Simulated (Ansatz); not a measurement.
# CH₄Ge (singlet): correlated methods under varied settings at a displaced geometry (v1)

What do other methods and options give for CH₄Ge (singlet) at this geometry, and how long do they take?

Program: Ansatz 0.2.0, Gaussian basis. Level of theory: the settings change from run to run. These are calculated values, not measurements.

17 further runs of the same task are left out: 7 that didn't finish, 10 set aside as unsound or not needed.

## Step 1: What is computed

The geometry is a PBE0/def2-TZVP stationary point (not a proven minimum) with its atoms shifted at random (size 0.040 Å). No spin-orbit coupling is included. The filled d shell of Ge may be among the frozen orbitals whatever the setting's name suggests; the logs give the count.

6 atoms, charge 0, spin multiplicity 1.

Atoms are counted from 1 here; the program's logs count them from 0.

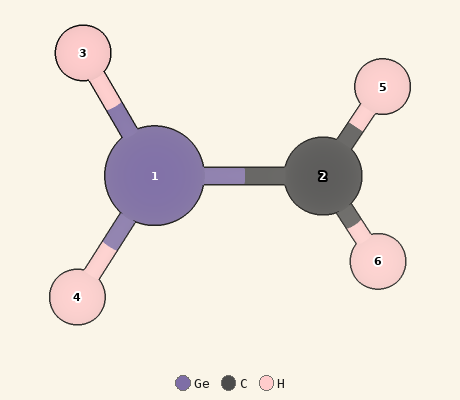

The geometry (germanium purple, carbon dark grey, hydrogen pink); atoms are numbered from 1 in the order of the file.

## Step 2: CASCI(8,6)/STO-3G

The input, in.yaml:

```yaml
crystal:
  periodic: [false, false, false]
  atoms:
    - {symbol: Ge, position_ang: [0.001714, 0.002146, 0.277546]}
    - {symbol: C, position_ang: [0.000881, -0.013997, -1.502208]}
    - {symbol: H, position_ang: [0.048845, 1.330595, 1.046765]}
    - {symbol: H, position_ang: [-0.053932, -1.302783, 1.076568]}
    - {symbol: H, position_ang: [-0.096317, 0.921961, -2.131121]}
    - {symbol: H, position_ang: [-0.032606, -0.937623, -2.093936]}
basis:
  gaussian: {orbitals: STO-3G}
correlation: {active_space: {window: {electrons: 8, orbitals: 6}, fixed_orbitals: true, states: [{multiplicity: 1, weights: [1, 1]}, {multiplicity: 3, weights: [1]}], root: 1}}
```

Started as:

```console
> ansatz run in.yaml --threads 1 --pin off --events-out ev --progress --plain --max-ram 2393MiB
```

What it wrote:

```text
Functional definition: HF
  name "HF"
  cite "Fock, Z. Phys. 61, 126 (1930) doi:10.1007/BF01340294"
  parent pbe
  exchange = exact_x
  correlation = 0
387 factors; integrals over basis functions are off by at most 3.5e-8 eV
mean field evaluation 1: about -56908.9911 eV, gradient 1.1e1 eV
mean field evaluation 2: about -56909.0235 eV, gradient 1.1e1 eV
mean field evaluation 4: about -56909.5442 eV, gradient 1.5e0 eV
mean field evaluation 8: about -56909.5569 eV, gradient 8.8e-3 eV
mean field -56909.55686156 eV, -2091.3876399792 hartree, gradient 4.3e-7 eV, S^2 0.000000; 0 other end points of the search recorded, 0 dependent functions left out
reference -56909.55686156 eV, -2091.3876399792 hartree; 21, 21 occupied and 6, 6 virtual orbitals, 387 factors
state -56911.10883188 eV, -2091.4446738364 hartree
state -56901.59575094 eV, -2091.0950745601 hartree
state -56908.41079236 eV, -2091.3455227129 hartree
Total energy: -56901.59575094 eV, -2091.0950745601 hartree
```

Run time: 0.18 s. Hardware: 1 thread of Arm Neoverse V1, shared host.

From the report: 225 determinants; active occupations (of the averaged states) 2.00, 1.99, 1.74, 1.51, 0.67, 0.09.

## Step 3: MRCISD+Q(relaxed)(4,4)/STO-3G

in.yaml, as its differences from that of step 2:

```diff
@@ -11,2 +11,2 @@
   gaussian: {orbitals: STO-3G}
-correlation: {active_space: {window: {electrons: 8, orbitals: 6}, fixed_orbitals: true, states: [{multiplicity: 1, weights: [1, 1]}, {multiplicity: 3, weights: [1]}], root: 1}}
+correlation: {method: fic_mrcisd_q_relaxed, electrons: outside_noble_gas, active_space: {window: {electrons: 4, orbitals: 4}}}
```

Launched as before.

What it wrote, shortened:

```text
Functional definition: HF
  name "HF"
  cite "Fock, Z. Phys. 61, 126 (1930) doi:10.1007/BF01340294"
  parent pbe
[...]
300 factors; integrals over basis functions are off by at most 2.9e-5 eV
[...]
mean field -56909.55679129 eV, -2091.3876373969 hartree, gradient 4.4e-7 eV, S^2 0.000000; 0 other end points of the search recorded, 0 dependent functions left out; unrestricted orbitals would lower it
reference -56909.55679129 eV, -2091.3876373969 hartree; 21, 21 occupied and 6, 6 virtual orbitals, 300 factors
state -56911.55217138 eV, -2091.4609662625 hartree
contracted CI cycle   1: correlation -0.00000000 eV, -0.0000000000 hartree, residual 9.95e0 eV
contracted CI cycle   2: correlation -2.18845544 eV, -0.0804242540 hartree, residual 2.14e0 eV
contracted CI cycle   3: correlation -2.28196262 eV, -0.0838605795 hartree, residual 6.22e-1 eV
contracted CI cycle   4: correlation -2.29081662 eV, -0.0841859582 hartree, residual 2.28e-1 eV
contracted CI cycle   5: correlation -2.29188464 eV, -0.0842252069 hartree, residual 6.60e-2 eV
contracted CI cycle   6: correlation -2.29197548 eV, -0.0842285454 hartree, residual 2.18e-2 eV
contracted CI cycle   7: correlation -2.29198582 eV, -0.0842289254 hartree, residual 7.60e-3 eV
contracted CI cycle   8: correlation -2.29198705 eV, -0.0842289707 hartree, residual 2.15e-3 eV
contracted CI cycle   9: correlation -2.29198715 eV, -0.0842289743 hartree, residual 5.58e-4 eV
state -56911.55217138 eV, -2091.4609662625 hartree; corrected -56913.97782326 eV, -2091.5501073251 hartree
Total energy: -56913.97782326 eV, -2091.5501073251 hartree
```

Run time: 0.48 s. Hardware: 1 thread of Arm Neoverse V1, shared host.

From the report: 36 determinants; active occupations 1.97, 1.83, 0.17, 0.03.

## Step 4: CCSD(T)/6-31G*

in.yaml, as its differences from that of step 3:

```diff
@@ -10,3 +10,6 @@
 basis:
-  gaussian: {orbitals: STO-3G}
-correlation: {method: fic_mrcisd_q_relaxed, electrons: outside_noble_gas, active_space: {window: {electrons: 4, orbitals: 4}}}
+  gaussian: {orbitals: "6-31G*"}
+magnetization: {spin_polarized: false}
+hamiltonian: {xc: {name: B3LYP}, pseudopotentials: {relativity: scalar}}
+correlation: {method: ccsd_t, electrons: outside_noble_gas, diis_vectors: 2}
+scf: {lower_state_search: light}
```

Launched as before.

What it wrote, shortened:

```text
Functional definition: B3LYP
  name "B3LYP"
  cite "Stephens, Devlin, Chabalowski & Frisch, J. Phys. Chem. 98, 11623 (1994) doi:10.1021/j100096a001"
  cite "Becke, Phys. Rev. A 38, 3098 (1988) doi:10.1103/PhysRevA.38.3098"
  cite "Lee, Yang & Parr, Phys. Rev. B 37, 785 (1988) doi:10.1103/PhysRevB.37.785"
  cite "Vosko, Wilk & Nusair, Can. J. Phys. 58, 1200 (1980) doi:10.1139/p80-159"
[...]
579 factors; integrals over basis functions are off by at most 7.0e-4 eV
[...]
mean field -58085.49879832 eV, -2134.6027090733 hartree, gradient 7.8e-7 eV, S^2 0.000000; 0 other end points of the search recorded, 0 dependent functions left out
15 core orbitals not correlated: weight in the atoms' cores, before any rotation towards them, 0.998 or more for the frozen orbitals, at most 0.001 for the correlated occupied ones
reference -58030.44494118 eV, -2132.5795171401 hartree; 6, 6 occupied and 37, 37 virtual orbitals, 579 factors
second order -6.31889798 eV of doubles, -0.29530859 eV of singles
cycle   1  -6.74435186 eV  change   -1.4e-1 eV  update   8.1e-2
[...]
cycle  11  -7.10527666 eV  change    1.3e-5 eV  update   7.5e-6
perturbative correction -0.30016464 eV, -0.0110308470 hartree
Total energy: -58037.85038248 eV, -2132.8516620881 hartree
Relativity: scalar
```

It took 2.3 s on 1 thread of Arm Neoverse V1, shared host.

From the report: correlation -7.4054 eV; T1 0.012; largest double amplitude 0.17. The orbitals are Kohn-Sham ones, so correlation energy and T1 don't compare with those on Hartree-Fock orbitals.

## Step 5: MP2 on RHF/def2-mTZVP

in.yaml, as its differences from that of step 4:

```diff
@@ -10,6 +10,5 @@
 basis:
-  gaussian: {orbitals: "6-31G*"}
+  gaussian: {orbitals: def2-mTZVP, fitting: {mean_field: def2-universal-jkfit}}
 magnetization: {spin_polarized: false}
-hamiltonian: {xc: {name: B3LYP}, pseudopotentials: {relativity: scalar}}
-correlation: {method: ccsd_t, electrons: outside_noble_gas, diis_vectors: 2}
-scf: {lower_state_search: light}
+hamiltonian: {pseudopotentials: {relativity: scalar}}
+correlation: {method: mp2, electrons: outside_noble_gas}
```

Same command.

What it wrote:

```text
Functional definition: HF
  name "HF"
  cite "Fock, Z. Phys. 61, 126 (1930) doi:10.1007/BF01340294"
  parent pbe
  exchange = exact_x
  correlation = 0
413 factors; integrals over basis functions are off by at most 6.1e-1 eV
mean field evaluation 1: about -58030.0201 eV, gradient 3.1e1 eV
mean field evaluation 2: about -58031.5354 eV, gradient 2.2e1 eV
mean field evaluation 4: about -58032.8081 eV, gradient 1.2e0 eV
mean field evaluation 8: about -58032.8142 eV, gradient 6.8e-7 eV
mean field -58032.81418263 eV, -2132.6665851575 hartree, gradient 6.8e-7 eV, S^2 0.000000; 0 other end points of the search recorded, 0 dependent functions left out; unrestricted orbitals would lower it
15 core orbitals not correlated: weight in the atoms' cores, before any rotation towards them, 0.999 or more for the frozen orbitals, at most 0.001 for the correlated occupied ones
reference -58032.81418263 eV, -2132.6665851575 hartree; 6, 6 occupied and 46, 46 virtual orbitals, 413 factors
second order -6.15656458 eV of doubles, -0.00000000 eV of singles
Total energy: -58038.97074721 eV, -2132.8928347327 hartree
Relativity: scalar
```

Wall time 0.51 s (1 thread of Arm Neoverse V1, shared host).

## Step 6: CCSD(T) on UHF/cc-pVDZ

in.yaml, as its differences from that of step 5:

```diff
@@ -10,5 +10,5 @@
 basis:
-  gaussian: {orbitals: def2-mTZVP, fitting: {mean_field: def2-universal-jkfit}}
-magnetization: {spin_polarized: false}
-hamiltonian: {pseudopotentials: {relativity: scalar}}
-correlation: {method: mp2, electrons: outside_noble_gas}
+  gaussian: {orbitals: cc-pVDZ}
+magnetization: {spin_polarized: true, initial_magnetization: 0}
+correlation: {method: ccsd_t, electrons: outside_noble_gas}
+accuracy: high
```

Same command.

What it wrote, shortened:

```text
Functional definition: HF
  name "HF"
  cite "Fock, Z. Phys. 61, 126 (1930) doi:10.1007/BF01340294"
  parent pbe
[...]
1359 factors; integrals over basis functions are off by at most 4.7e-9 eV
[...]
mean field -57564.57295035 eV, -2115.4590372566 hartree, gradient 2.9e-8 eV, S^2 0.441203; 3 other end points of the search recorded, 0 dependent functions left out
determinant -57564.57295035 eV, -2115.4590372566 hartree, with singles and doubles -57571.88871924 eV, -2115.7278868043 hartree
determinant -57564.41235634 eV, -2115.4531355355 hartree, with singles and doubles -57571.92978720 eV, -2115.7293960240 hartree
determinant -57564.57295035 eV, -2115.4590372566 hartree, with singles and doubles -57571.89922413 eV, -2115.7282728520 hartree
determinant -57564.41235634 eV, -2115.4531355355 hartree, with singles and doubles -57571.92976616 eV, -2115.7293952508 hartree
15 core orbitals not correlated: weight in the atoms' cores, before any rotation towards them, 0.998 or more for the frozen orbitals, at most 0.001 for the correlated occupied ones
reference -57564.57295035 eV, -2115.4590372566 hartree; 6, 6 occupied and 40, 40 virtual orbitals, 1359 factors
second order -6.00173051 eV of doubles, -0.00000000 eV of singles
cycle   1  -7.32627510 eV  change   -1.3e-6 eV  update   1.2e-6
[...]
cycle  15  -7.32627499 eV  change   5.9e-10 eV  update  3.3e-10
perturbative correction -0.26889087 eV, -0.0098815573 hartree
Total energy: -57572.16811622 eV, -2115.7381544539 hartree
```

Run time: 13 s. Hardware: 1 thread of Arm Neoverse V1, shared host; peak memory 0.27 GiB.

From the report: ⟨S²⟩ of the determinant 0.441 (pure singlet: 0.00); correlation -7.5952 eV; T1 0.071; largest double amplitude 0.19.

## Step 7: HF/cc-pVDZ

in.yaml, as its differences from that of step 6:

```diff
@@ -11,4 +11,4 @@
   gaussian: {orbitals: cc-pVDZ}
-magnetization: {spin_polarized: true, initial_magnetization: 0}
-correlation: {method: ccsd_t, electrons: outside_noble_gas}
-accuracy: high
+magnetization: {spin_polarized: false}
+hamiltonian: {xc: hf}
+output: {orbitals: {seedname: orbitals}}
```

Launched as before.

What it wrote:

```text
Functional definition: HF
  name "HF"
  cite "Fock, Z. Phys. 61, 126 (1930) doi:10.1007/BF01340294"
  parent pbe
  exchange = exact_x
  correlation = 0
631 factors; integrals over basis functions are off by at most 1.1e-3 eV
mean field evaluation 1: about -57562.1555 eV, gradient 2.6e1 eV
mean field evaluation 2: about -57562.1571 eV, gradient 2.6e1 eV
mean field evaluation 4: about -57564.3698 eV, gradient 2.4e0 eV
mean field evaluation 8: about -57564.4122 eV, gradient 1.1e-3 eV
mean field -57564.41218965 eV, -2115.4531294097 hartree, gradient 2.1e-5 eV, S^2 0.000000; 0 other end points of the search recorded, 0 dependent functions left out
reference -57564.41218965 eV, -2115.4531294097 hartree; 21, 21 occupied and 40, 40 virtual orbitals, 631 factors
Total energy: -57564.41218965 eV, -2115.4531294097 hartree
```

Run time: 0.67 s. Hardware: 1 thread of Arm Neoverse V1, shared host.

## Step 8: MRCISD+Q(12,7)/STO-3G

in.yaml, as its differences from that of step 7:

```diff
@@ -10,5 +10,3 @@
 basis:
-  gaussian: {orbitals: cc-pVDZ}
-magnetization: {spin_polarized: false}
-hamiltonian: {xc: hf}
-output: {orbitals: {seedname: orbitals}}
+  gaussian: {orbitals: STO-3G}
+correlation: {method: fic_mrcisd_q, electrons: outside_noble_gas, active_space: {window: {electrons: 12, orbitals: 7}}}
```

The command is unchanged.

What it wrote, shortened:

```text
Functional definition: HF
  name "HF"
  cite "Fock, Z. Phys. 61, 126 (1930) doi:10.1007/BF01340294"
  parent pbe
[...]
300 factors; integrals over basis functions are off by at most 2.9e-5 eV
[...]
mean field -56909.55679129 eV, -2091.3876373969 hartree, gradient 4.4e-7 eV, S^2 0.000000; 0 other end points of the search recorded, 0 dependent functions left out; unrestricted orbitals would lower it
reference -56909.55679129 eV, -2091.3876373969 hartree; 21, 21 occupied and 6, 6 virtual orbitals, 300 factors
state -56910.89379787 eV, -2091.4367714825 hartree
contracted CI cycle   1: correlation 0.00000000 eV, 0.0000000000 hartree, residual 1.12e1 eV
contracted CI cycle   2: correlation -2.62106852 eV, -0.0963224914 hartree, residual 3.10e0 eV
contracted CI cycle   3: correlation -2.84382435 eV, -0.1045086172 hartree, residual 6.84e-1 eV
contracted CI cycle   4: correlation -2.85429611 eV, -0.1048934473 hartree, residual 1.13e-1 eV
contracted CI cycle   5: correlation -2.85459465 eV, -0.1049044186 hartree, residual 2.23e-2 eV
contracted CI cycle   6: correlation -2.85460605 eV, -0.1049048374 hartree, residual 5.84e-3 eV
contracted CI cycle   7: correlation -2.85460683 eV, -0.1049048662 hartree, residual 1.19e-3 eV
state -56910.89379787 eV, -2091.4367714825 hartree; corrected -56913.95393161 eV, -2091.5492293230 hartree
Total energy: -56913.95393161 eV, -2091.5492293230 hartree
```

Run time: 0.57 s. Hardware: 1 thread of Arm Neoverse V1, shared host.

From the report: 49 determinants; active occupations 2.00, 2.00, 2.00, 2.00, 2.00, 1.81, 0.19.

## Step 9: CCSD on UHF/def2-SVP

in.yaml, as its differences from that of step 8:

```diff
@@ -10,3 +10,6 @@
 basis:
-  gaussian: {orbitals: STO-3G}
-correlation: {method: fic_mrcisd_q, electrons: outside_noble_gas, active_space: {window: {electrons: 12, orbitals: 7}}}
+  gaussian: {orbitals: def2-SVP}
+magnetization: {spin_polarized: true, initial_magnetization: 0}
+correlation: {method: ccsd, electrons: outside_noble_gas}
+accuracy: high
+scf: {lower_state_search: full}
```

The command is unchanged.

What it wrote, shortened:

```text
Functional definition: HF
  name "HF"
  cite "Fock, Z. Phys. 61, 126 (1930) doi:10.1007/BF01340294"
  parent pbe
[...]
1388 factors; integrals over basis functions are off by at most 4.8e-9 eV
[...]
mean field -57557.46015952 eV, -2115.1976470145 hartree, gradient 2.6e-8 eV, S^2 0.443101; 5 other end points of the search recorded, 0 dependent functions left out
determinant -57557.46015952 eV, -2115.1976470145 hartree, with singles and doubles -57564.73543092 eV, -2115.4650083071 hartree
determinant -57557.29787986 eV, -2115.1916833473 hartree, with singles and doubles -57564.77688448 eV, -2115.4665316973 hartree
determinant -57557.46015952 eV, -2115.1976470145 hartree, with singles and doubles -57564.74564500 eV, -2115.4653836678 hartree
determinant -57557.29787986 eV, -2115.1916833473 hartree, with singles and doubles -57564.77688118 eV, -2115.4665315762 hartree
15 core orbitals not correlated: weight in the atoms' cores, before any rotation towards them, 0.999 or more for the frozen orbitals, at most 0.001 for the correlated occupied ones
reference -57557.46015952 eV, -2115.1976470145 hartree; 6, 6 occupied and 45, 45 virtual orbitals, 1388 factors
second order -5.98748739 eV of doubles, -0.00000000 eV of singles
cycle   1  -7.28548161 eV  change    3.9e-6 eV  update   2.9e-6
[...]
cycle  15  -7.28547587 eV  change   8.5e-10 eV  update  4.6e-10
Total energy: -57564.74563539 eV, -2115.4653833146 hartree
```

Run time: 15 s. Hardware: 1 thread of Arm Neoverse V1, shared host; peak memory 0.32 GiB.

From the report: ⟨S²⟩ of the determinant 0.443 (pure singlet: 0.00); correlation -7.2855 eV; T1 0.071; largest double amplitude 0.19.

## Step 10: The runs in one table

Where basis and cores are those of an earlier RCCSDT(Q)/cc-pVDZ run (-57572.2552 eV), and the state is the same kind, the miss against it is given.

```
                                             level         correlated  functions  energy (eV)  from RCCSDT(Q) (meV)    time
  CASCI(8,6)/STO-3G (excited root 1 of an average)                            27  -56901.5958                        0.18 s
                     MRCISD+Q(relaxed)(4,4)/STO-3G  outside noble gas         27  -56913.9778                        0.48 s
CCSD(T)/6-31G* (on B3LYP orbitals, relativity set)  outside noble gas         58  -58037.8504                         2.3 s
            MP2 on RHF/def2-mTZVP (relativity set)  outside noble gas         67  -58038.9707                        0.51 s
                            CCSD(T) on UHF/cc-pVDZ  outside noble gas         61  -57572.1681                  87.0    13 s
                                        HF/cc-pVDZ                            61  -57564.4122                7843.0  0.67 s
                             MRCISD+Q(12,7)/STO-3G  outside noble gas         27  -56913.9539                        0.57 s
                              CCSD on UHF/def2-SVP  outside noble gas         66  -57564.7456                          15 s
```

## Step 11: Outcome

| quantity | value |
| --- | --- |
| runs | 8 |
| quickest | CASCI(8,6)/STO-3G (excited root 1 of an average), 0.18 s |
| slowest | CCSD on UHF/def2-SVP, 15 s |

**Reading.** Total energies in different bases, with other cores or another treatment of relativity can't be set against each other. CCSD on UHF/def2-SVP took 84 times as long as CASCI(8,6)/STO-3G (excited root 1 of an average); the jobs differ in more than the method. Hartree-Fock, CASSCF and CASCI lack dynamic correlation by design.
